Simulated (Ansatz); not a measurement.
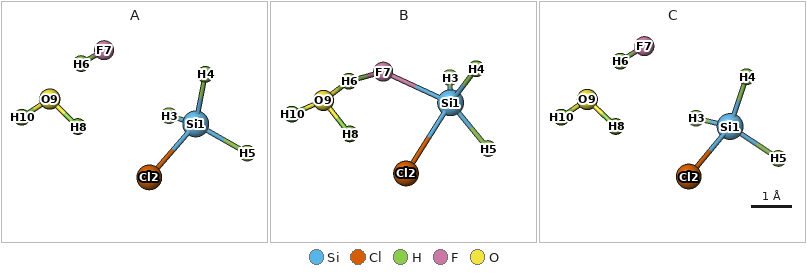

3 geometries from a converged minimum-energy path of SiH6OClF, shuffled. The picture is a ball-and-stick view, seen at a tilt.

Level of theory: Ansatz 0.2.0, RKS BLYP/def2-SVP. Run with 9 movable images; climbing image; force threshold 0.05 eV/Å; iteration limit 60; starting path through a guess of the saddle point.

### Which frame is the transition state?

B. In order along the path, whose images run from 0 to 10: C (image 0, 0.0 kJ/mol), A (image 1, +0.1 kJ/mol), B (image 5, +63.6 kJ/mol). Breaking: H6–F7 (0.97 → 1.27 at the top → 1.86 Å), H8–O9 (0.99 → 1.07 at the top → 1.69 Å), Si1–Cl2 (2.14 → 2.45 at the top → 3.67 Å). Forming: Cl2–H8 (2.33 → 1.84 at the top → 1.35 Å), H6–O9 (1.61 → 1.13 at the top → 0.99 Å), Si1–F7 (2.97 → 1.87 at the top → 1.67 Å).

Cost: 2.3 min on 2 threads of Intel(R) Xeon(R) Platinum 8488C (Sapphire Rapids), on a shared host, peak memory 0.15 GiB.
